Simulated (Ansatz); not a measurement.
Reaction (SMILES): F[C]=C → 2 C atom + F atom + 2 H atom
B3LYP-D3(BJ)/def2-TZVP geometries, fixed; electronic energies without zero-point terms.
Largest species:
```
C
C 1 1.3099
F 2 1.3111 1 130.21
H 1 1.0791 2 120.12 3 180.00
H 1 1.0866 4 119.16 2 -180.00
```
Charge 0, spin multiplicity 2.

Basis-set convergence of the atomisation energy at CCSD(T) with Ansatz (a program for electronic structure). Cartesian d functions, on some or all atoms, in 6-31G*, 6-31+G*; all else is spherical. Cores are frozen. An unrestricted Hartree-Fock determinant is markedly spin-contaminated. Open shells are unrestricted. No added dispersion term, no relativity. Functions are those of the species that has most. Reference: Hartree-Fock in cc-pVQZ plus the correlation part extrapolated as X^-3 from cc-pVTZ and cc-pVQZ, 451.88 kcal/mol, itself unsure by roughly 1.84 kcal/mol (a third of the extrapolation step and of the last Hartree-Fock step). Deviations are taken from unrounded values.

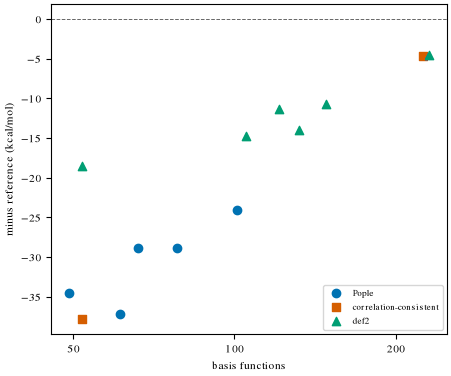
Deviation from the reference against the number of basis functions, by family of sets.

| basis | functions | atomisation energy (kcal/mol) | minus reference (kcal/mol) |
|---|---|---|---|
| 6-31G* | 49 | 417.32 | -34.56 |
| cc-pVDZ | 52 | 414.03 | -37.85 |
| def2-SVP | 52 | 433.40 | -18.48 |
| 6-31+G* | 61 | 414.65 | -37.23 |
| 6-311G** | 66 | 423.04 | -28.84 |
| 6-311+G** | 78 | 422.98 | -28.90 |
| 6-311++G(2d,2p) | 101 | 427.78 | -24.10 |
| def2-TZVP | 105 | 437.19 | -14.69 |
| def2-TZVPP | 121 | 440.58 | -11.30 |
| def2-TZVPD | 132 | 437.92 | -13.96 |
| def2-TZVPPD | 148 | 441.11 | -10.77 |
| cc-pVQZ | 225 | 447.27 | -4.62 |
| def2-QZVPP | 231 | 447.40 | -4.48 |
